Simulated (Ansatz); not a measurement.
BH···CH4

Input file:

```
crystal:
  periodic: [false, false, false]
  atoms:
    - { symbol: B, position_ang: [-0.914514, 0.397622, 0.020701] }
    - { symbol: H, position_ang: [1.134381, -0.060668, 1.158555] }
    - { symbol: C, position_ang: [1.851145, 0.014363, 0.318832] }
    - { symbol: H, position_ang: [1.989795, -0.96686, -0.157127] }
    - { symbol: H, position_ang: [1.503262, 0.746828, -0.4258] }
    - { symbol: H, position_ang: [2.812598, 0.366197, 0.729183] }
    - { symbol: H, position_ang: [-0.625668, -0.497582, -0.809444] }
basis:
  gaussian: { orbitals: def2-SVP }
hamiltonian:
  xc: b3lyp
  dispersion: d4
relax:
  f_tol: 0.03
  max_steps: 50
output:
  orbitals: {}
```

Command:

```sh
ansatz run input.yaml --threads 1 --pin off --max-ram 2048MiB --backend cpu --events-out ev --progress --plain --runs-dir out
```

The fields are those of the run's last geometry, not of the input's.

These are results of RKS B3LYP-D4/def2-SVP in Ansatz, not measurements.

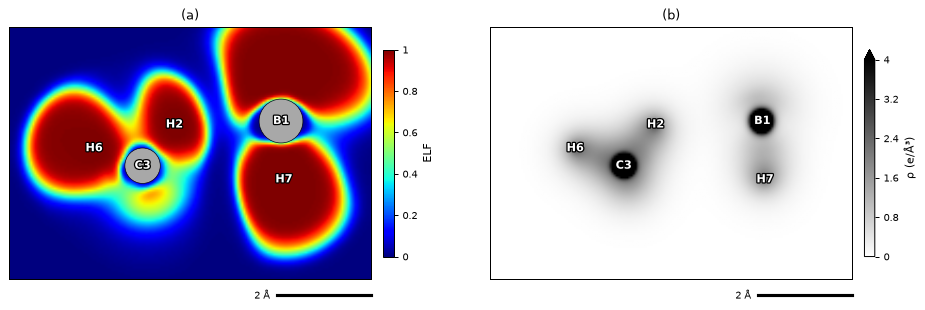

Figure 1. (a) ELF; (b) electron density on the plane of atoms H2, C3 and H6. Grey discs cover the atomic cores in the ELF map.

### What does the map show?

The plane passes through B, H and C nuclei. B1···H2 (2.28 Å): the density falls to about 0.11 e/Å³ on the way; the ELF climbs to about 1 towards the hydrogen, as it does in any bond to H. C–H (1.11 Å): ρ at the midpoint is about 1.8 e/Å³; the ELF climbs to about 1 towards the hydrogen (a covalent bond by its length). B–H (1.25 Å): ρ is about 1.2 e/Å³ halfway; the ELF peaks at about 1 between the atoms (a covalent bond by its length). The ELF also peaks beside B1, away from the bonds: lone-pair regions.

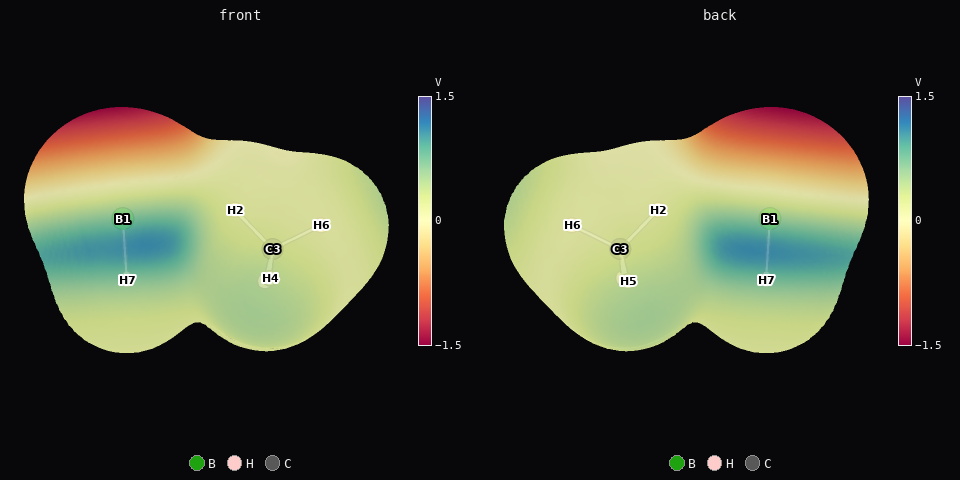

Figure 2. The electrostatic potential painted on the density surface at 0.001 e/bohr³, seen from the front and from behind; the colour scale runs from red (negative) to blue (positive).

### Describe the electrostatic potential map.

The most negative region (about −1.5 V) lies over H2, the most positive (about +1.1 V) over B1.

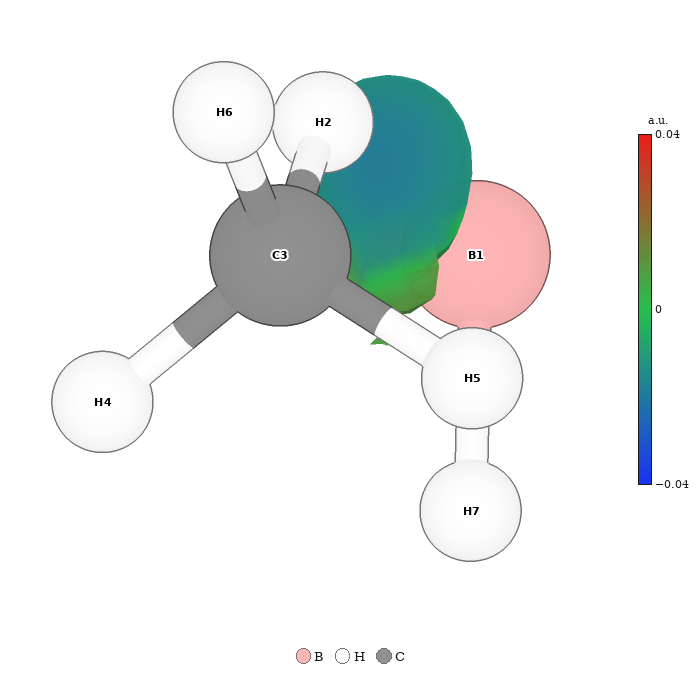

Figure 3. Non-covalent interaction (NCI) plot: the surface where the reduced density gradient is 0.5, for densities under 0.05 a.u., coloured by sign(λ₂)ρ; seen at an oblique angle.

### Identify the weak interactions.

Between H2 on one side and B1 on the other: a weakly attractive contact (blue-green).

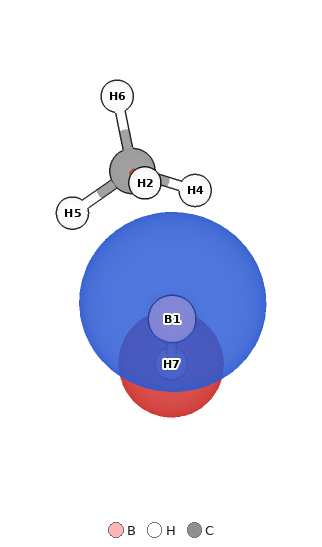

Figure 4. One frontier orbital at ±0.15 Å⁻³ᐟ² (red and blue are the two phases), seen at an oblique angle.

### Which orbital is it: HOMO or LUMO?

The HOMO, at −6.27 eV. Its weight (Hirshfeld) is mainly on B1 (about 85 %) and H7 (about 15 %).
